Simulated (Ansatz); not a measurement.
**BH3OS2 (SMILES OB(S)S): energies and forces away from the minimum**

Aim: displace all atoms at random from the minimum and see how well density functionals give the CCSD(T) energy and forces there.

Method: single points with forces in def2-TZVPP; program: Ansatz 0.2.0, Gaussian basis.

Levels: PBE-D4, r2SCAN-D4, PBE0-D4, wB97M-V, Hartree-Fock, MP2, CCSD, CCSD(T). Each coordinate is moved by a Gaussian draw of the width named (0.7 of it for atoms other than hydrogen): 0.12, 0.12 Å.

Cores are frozen in the correlated methods.

9 further runs of the same task are left out: 9 set aside as unsound or not needed.

### 1 Where the work starts

The minimum, relaxed at PBE0-D4: SMILES `OB(S)S`, 7 atoms, charge 0, spin multiplicity 1.

Atoms are counted from 1 here; the program's logs count them from 0.

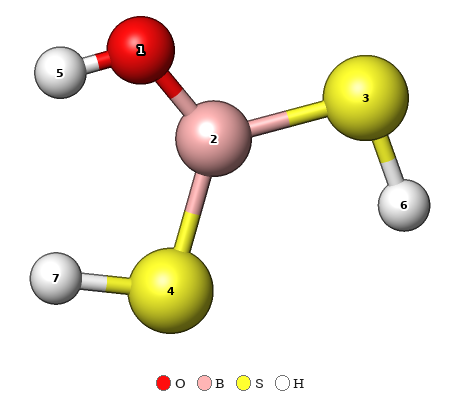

The starting geometry (oxygen red, boron pink, sulfur yellow, hydrogen white); atoms are numbered from 1 in the order of the file.

Coordinates:

```mol
BH3OS2
  3D, bonds by distance, orders not assigned

  7  6  0  0  0  0  0  0  0  0999 V2000
   -1.2580    0.6826    0.4098 O   0  0
   -0.0682    0.0462    0.2793 B   0  0
    0.7974   -0.3269    1.8291 S   0  0
    0.6976   -0.4452   -1.2980 S   0  0
   -1.7084    0.8745   -0.4146 H   0  0
    1.8616   -0.9193    1.2665 H   0  0
   -0.2607    0.0201   -2.1177 H   0  0
  1  2  8  0
  1  5  8  0
  2  3  8  0
  2  4  8  0
  3  6  8  0
  4  7  8  0
M  END
```

Energies of the minimum (eV), from earlier single points: PBE-D4 -24435.41535, r2SCAN-D4 -24445.00839, PBE0-D4 -24437.31308, B3LYP-D4 -24449.20749, wB97M-V -24445.73429, CCSD(T) -24416.82001.

### 2 Structure 1, width 0.12 Å

File ccsdt-tzvpp/in.yaml:

```yaml
crystal:
  periodic: [false, false, false]
  atoms:
    - {symbol: O, position_ang: [-1.302973, 0.654242, 0.319458]}
    - {symbol: B, position_ang: [0.017170, 0.037470, 0.167586]}
    - {symbol: S, position_ang: [0.853983, -0.188441, 1.801874]}
    - {symbol: S, position_ang: [0.759651, -0.372083, -1.372835]}
    - {symbol: H, position_ang: [-1.922722, 0.892759, -0.347480]}
    - {symbol: H, position_ang: [1.815117, -1.129777, 1.234083]}
    - {symbol: H, position_ang: [-0.399712, -0.082324, -2.074940]}
basis:
  gaussian: {orbitals: def2-TZVPP}
correlation: {method: ccsd_t}
output: {forces: true}
```

The command line of these runs was not kept.

Output, shortened:

```text
Functional definition: HF
  name "HF"
  cite "Fock, Z. Phys. 61, 126 (1930) doi:10.1007/BF01340294"
  parent pbe
[...]
1115 factors; integrals over basis functions are off by at most 7.4e-4 eV
[...]
mean field -24395.31005712 eV, -896.5111088642 hartree, gradient 1.6e-6 eV, S^2 0.000000; 0 other end points of the search recorded, 0 dependent functions left out
12 core orbitals not correlated: weight in the atoms' cores, before any rotation towards them, 1.000 or more for the frozen orbitals, at most 0.000 for the correlated occupied ones
reference -24395.31005712 eV, -896.5111088642 hartree; 12, 12 occupied and 164, 164 virtual orbitals, 1115 factors
second order -18.94628371 eV of doubles, -0.00000000 eV of singles
cycle   1  -19.44132507 eV  change   -5.0e-1 eV  update   1.0e-1
[...]
cycle  11  -20.01954067 eV  change   -1.2e-6 eV  update   3.3e-6
perturbative correction -0.90537536 eV, -0.0332719308 hartree
[...]
working
Total energy: -24416.23497316 eV, -897.2800853450 hartree
Atom 0 at    -1.302973     0.654242     0.319458 Å, force     2.940613    -1.310736     1.363658 eV/Å
Atom 1 at     0.017170     0.037470     0.167586 Å, force    -3.271421     1.744704     1.615327 eV/Å
Atom 2 at     0.853983    -0.188441     1.801874 Å, force     1.252347    -1.599373    -1.646080 eV/Å
Atom 3 at     0.759651    -0.372083    -1.372835 Å, force    -0.581593    -0.093410    -1.540783 eV/Å
Atom 4 at    -1.922722     0.892759    -0.347480 Å, force     0.051486    -0.038946    -1.161200 eV/Å
Atom 5 at     1.815117    -1.129777     1.234083 Å, force    -1.398390     1.565570     1.017234 eV/Å
Atom 6 at    -0.399712    -0.082324    -2.074940 Å, force     1.006956    -0.267808     0.351844 eV/Å
Dipole moment:    -0.144001    -0.032528    -0.453588 e Å
```

Run time: 2 min. Hardware: 4 threads, shared host; peak memory 3.7 GiB.

The other levels were run on the same coordinates; their logs were not kept, and their results stand in the tables.

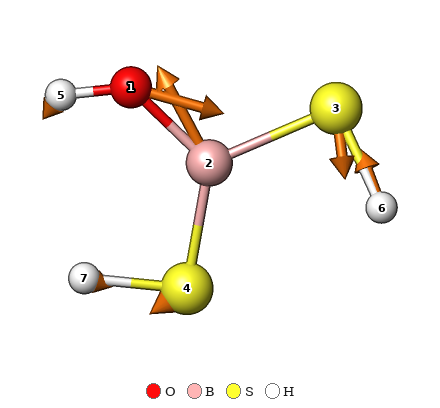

Forces at CCSD(T); the longest arrow is 4.04 eV/Å.

| method | RMS force component (eV/Å) | RMS error against CCSD(T) (eV/Å) | angle to CCSD(T) forces (°) | dipole (D) |
| --- | --- | --- | --- | --- |
| PBE-D4 | 1.413 | 0.203 | 7.6 | 2.21 |
| r2SCAN-D4 | 1.464 | 0.063 | 2.3 | 2.30 |
| PBE0-D4 | 1.499 | 0.098 | 3.7 | 2.31 |
| wB97M-V | 1.494 | 0.071 | 2.7 | 2.32 |
| CCSD(T) | 1.482 | reference | reference | 2.29 |

### 3 Structure 2, width 0.12 Å

File ccsdt-tzvpp/in.yaml:

```yaml
crystal:
  periodic: [false, false, false]
  atoms:
    - {symbol: O, position_ang: [-1.285591, 0.649139, 0.370201]}
    - {symbol: B, position_ang: [-0.135123, 0.148751, 0.280738]}
    - {symbol: S, position_ang: [0.871443, -0.322818, 1.928410]}
    - {symbol: S, position_ang: [0.743784, -0.405756, -1.238197]}
    - {symbol: H, position_ang: [-1.861150, 0.978407, -0.480644]}
    - {symbol: H, position_ang: [1.795770, -1.051306, 1.352777]}
    - {symbol: H, position_ang: [-0.303235, 0.011277, -2.253247]}
basis:
  gaussian: {orbitals: def2-TZVPP}
correlation: {method: ccsd_t}
output: {forces: true}
```

Output, shortened:

```text
Functional definition: HF
  name "HF"
  cite "Fock, Z. Phys. 61, 126 (1930) doi:10.1007/BF01340294"
  parent pbe
[...]
1113 factors; integrals over basis functions are off by at most 8.1e-4 eV
[...]
mean field -24394.81990799 eV, -896.4930962159 hartree, gradient 1.6e-6 eV, S^2 0.000000; 0 other end points of the search recorded, 0 dependent functions left out
12 core orbitals not correlated: weight in the atoms' cores, before any rotation towards them, 1.000 or more for the frozen orbitals, at most 0.000 for the correlated occupied ones
reference -24394.81990799 eV, -896.4930962159 hartree; 12, 12 occupied and 164, 164 virtual orbitals, 1113 factors
second order -18.87937796 eV of doubles, -0.00000000 eV of singles
cycle   1  -19.40440081 eV  change   -5.3e-1 eV  update   9.9e-2
[...]
cycle  11  -19.98036866 eV  change   -1.5e-6 eV  update   3.1e-6
perturbative correction -0.89980841 eV, -0.0330673492 hartree
[...]
working
Total energy: -24415.70008507 eV, -897.2604285703 hartree
Atom 0 at    -1.285591     0.649139     0.370201 Å, force    -6.861085     3.621233    -2.159934 eV/Å
Atom 1 at    -0.135123     0.148751     0.280738 Å, force     5.528499    -3.053616     0.303921 eV/Å
Atom 2 at     0.871443    -0.322818     1.928410 Å, force    -1.763605     1.102069    -0.916140 eV/Å
Atom 3 at     0.743784    -0.405756    -1.238197 Å, force    -1.963233     0.965632    -1.855409 eV/Å
Atom 4 at    -1.861150     0.978407    -0.480644 Å, force     2.603741    -1.484601     3.186979 eV/Å
Atom 5 at     1.795770    -1.051306     1.352777 Å, force     0.500592    -0.366852    -0.536752 eV/Å
Atom 6 at    -0.303235     0.011277    -2.253247 Å, force     1.955092    -0.783865     1.977335 eV/Å
Dipole moment:    -0.396994     0.180064    -0.526197 e Å
```

Wall time 2 min (4 threads, shared host); peak memory 3.6 GiB.

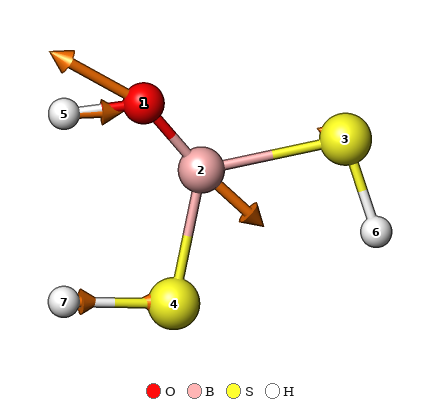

Forces at CCSD(T); the longest arrow is 8.05 eV/Å.

| method | RMS force component (eV/Å) | RMS error against CCSD(T) (eV/Å) | angle to CCSD(T) forces (°) | dipole (D) |
| --- | --- | --- | --- | --- |
| PBE-D4 | 2.491 | 0.223 | 3.7 | 3.14 |
| r2SCAN-D4 | 2.514 | 0.145 | 1.6 | 3.29 |
| PBE0-D4 | 2.538 | 0.166 | 2.9 | 3.32 |
| wB97M-V | 2.563 | 0.124 | 2.1 | 3.35 |
| CCSD(T) | 2.640 | reference | reference | 3.28 |

### 4 All structures together

Energy above the minimum (kJ/mol):

| structure | width (Å) | PBE-D4 | r2SCAN-D4 | PBE0-D4 | wB97M-V | Hartree-Fock | MP2 | CCSD | CCSD(T) |
| --- | --- | --- | --- | --- | --- | --- | --- | --- | --- |
| 1 | 0.12 | 47.7 | 55.0 | 57.3 | 56.6 | 69.9 | 58.8 | 59.1 | 56.4 |
| 2 | 0.12 | 94.3 | 102.3 | 105.2 | 106.0 | 117.2 | 112.6 | 110.2 | 108.1 |

What each level costs and misses (shared host):

| method | mean energy error from CCSD(T) (kJ/mol) | mean time a point |
| --- | --- | --- |
| PBE-D4 | 11.2 | 1.2 s |
| r2SCAN-D4 | 3.6 | 2 s |
| PBE0-D4 | 1.8 | 1.9 s |
| wB97M-V | 1.1 | 4.2 s |
| Hartree-Fock | 11.3 | part of the CCSD(T) run |
| MP2 | 3.4 | part of the CCSD(T) run |
| CCSD | 2.4 | part of the CCSD(T) run |
| CCSD(T) | 0 | 2 min |

The best functional, wB97M-V, misses by 1.1 kJ/mol and takes 4.2 s a point, against 2 min for CCSD(T).

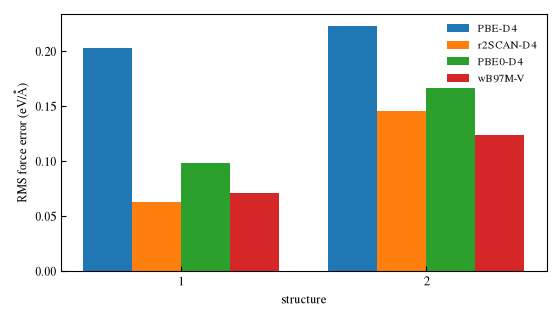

Force errors against CCSD(T).

### 5 Results

| quantity | value |
| --- | --- |
| energy above the minimum, CCSD(T) | 56.4, 108.1 kJ/mol |
| mean energy error | PBE-D4 11.2, r2SCAN-D4 3.6, PBE0-D4 1.8, wB97M-V 1.1, Hartree-Fock 11.3, MP2 3.4, CCSD 2.4 kJ/mol |
| mean RMS force error | PBE-D4 0.213, r2SCAN-D4 0.104, PBE0-D4 0.132, wB97M-V 0.098 eV/Å |
| largest T1 diagnostic | 0.014 |

**Reading.** In energy wB97M-V is nearest to CCSD(T) and Hartree-Fock farthest. For forces wB97M-V is best, off by 5 % of the typical force, and PBE-D4 worst (10 %); with few structures and a triple-zeta reference, gaps of a few points rank nothing.
